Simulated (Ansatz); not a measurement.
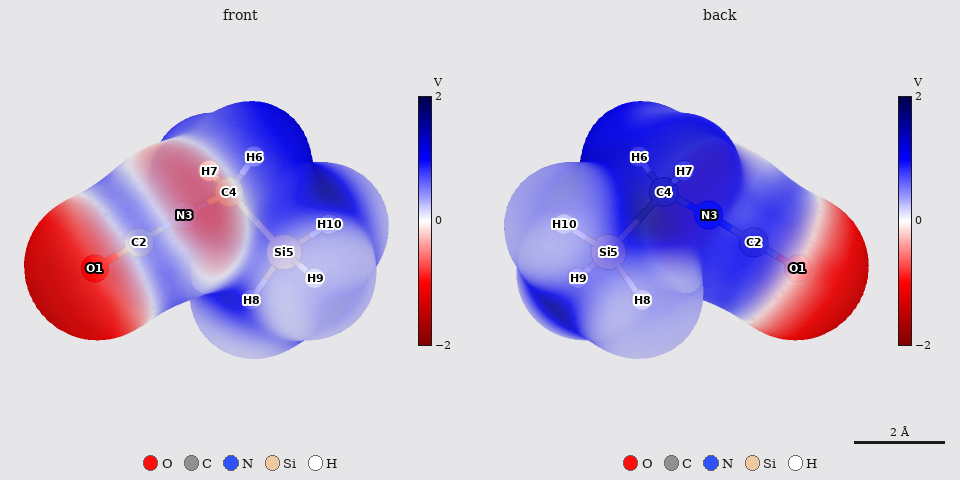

Figure 1: C$_{2}$H$_{5}$NOSi (SMILES O=C=NC[SiH3]). The electrostatic potential painted on the density surface at 0.002 e/bohr³, seen from the front and from behind; the colour scale runs from red (negative) to blue (positive).

These are results of RKS CAM-B3LYP/def2-SVP in Ansatz, not measurements.

```yaml
atoms:
  - { symbol: O, position_ang: [-2.6438, -2.6741, -0.1163] }
  - { symbol: C, position_ang: [-1.7681, -1.8970, -0.0610] }
  - { symbol: N, position_ang: [-0.9066, -1.0867, 0.0913] }
  - { symbol: C, position_ang: [0.2005, -0.3460, -0.4235] }
  - { symbol: Si, position_ang: [1.7897, -1.3892, -0.5266] }
  - { symbol: H, position_ang: [0.3901, 0.5203, 0.2296] }
  - { symbol: H, position_ang: [-0.0349, 0.0651, -1.4202] }
  - { symbol: H, position_ang: [1.5530, -2.5537, -1.4212] }
  - { symbol: H, position_ang: [2.1633, -1.8711, 0.8289] }
  - { symbol: H, position_ang: [2.8816, -0.5413, -1.0796] }
```

Question: Where is the surface potential most negative and most positive?

Answer: The most negative region (about −1.4 V) lies over O1, the most positive (about +1.5 V) over Si5. O1 is the likeliest acceptor of a hydrogen bond.
